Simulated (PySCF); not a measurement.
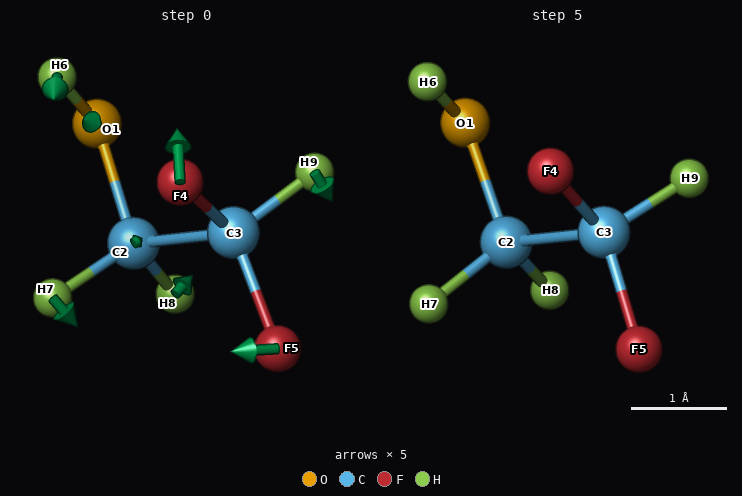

The structure of HCF₂CH₂OH before (left) and after (right) a relaxation, at one scale. The green arrows give the displacements, magnified 5 times.

A ball-and-stick model, seen from a free direction.

The start comes from GFN2-xTB.

All numbers below come from PBE0-D3(BJ)/def2-SVP geometry optimisation, gas phase (PySCF 2.14.0, density-fitted response routines). 

### Describe what moved and what it gained.

After 5 geometry steps the energy has fallen by 3.29 kJ/mol. The largest move after the best rigid fit is that of F4, 0.14 Å. By element the largest moves are F 0.14 Å, H 0.10 Å, O 0.06 Å, C 0.02 Å. Near-neighbour distances that change, for instance: C2–C3 1.531 → 1.511 Å, C2–H7 1.098 → 1.108 Å, C2–H8 1.092 → 1.100 Å, O1–C2 1.397 → 1.392 Å. Cost: 28 s on 1 thread of Intel(R) Xeon(R) Platinum 8488C, on a shared host.
